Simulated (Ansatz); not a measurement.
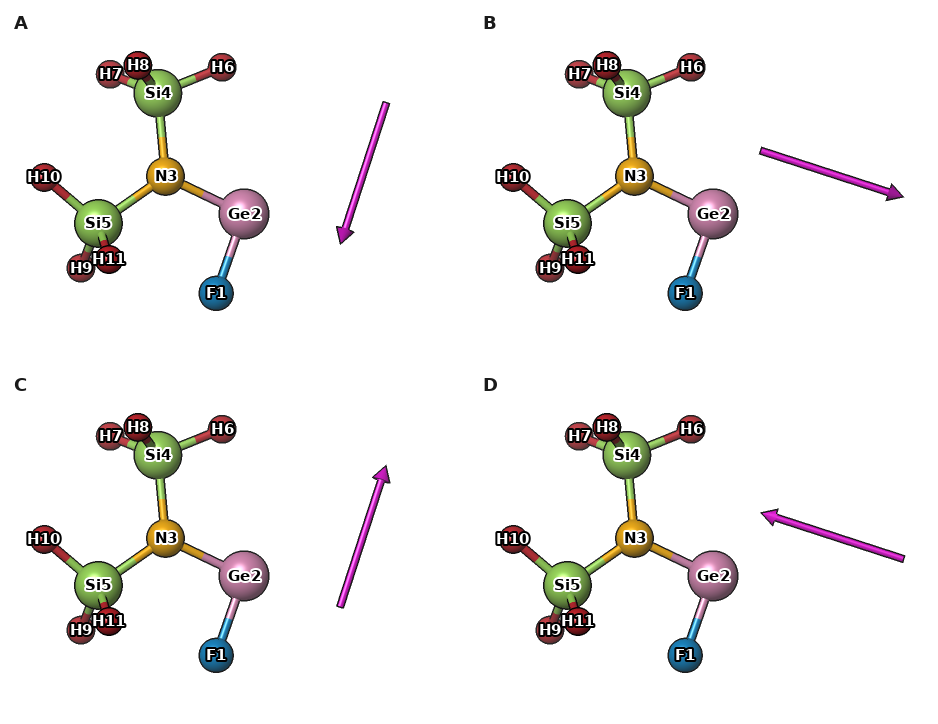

The same molecule four times, each with an arrow. The geometry was computed by an optimisation with PBE0-D4/def2-TZVP. Level of theory: RKS PBE-D4/def2-TZVPP (Ansatz 0.2.0).

**Which arrow points along the dipole moment, from the negative to the positive end?**

C. The dipole moment is 1.47 D; it points from the side of H9, H11 to the side of H6 (the outermost atoms at the two ends).
